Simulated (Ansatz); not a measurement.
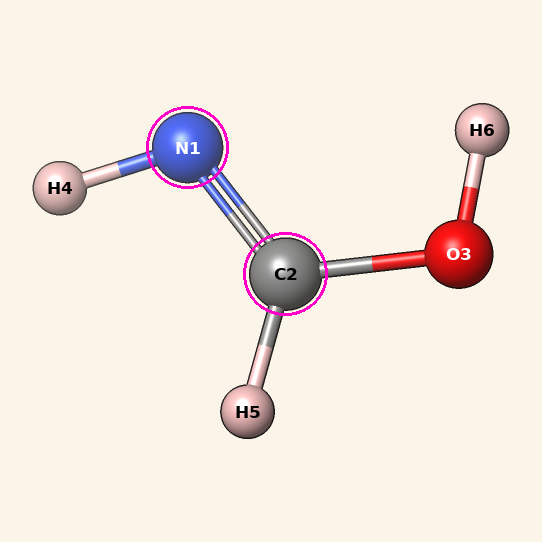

Atoms fade into the background with distance from the viewer. Circles mark the stereogenic atoms. The geometry was computed by an optimisation with PBE-D4/def2-SVP. No frequency run is at hand to confirm it as a minimum.

Assign CIP descriptors.

N1=C2: E.
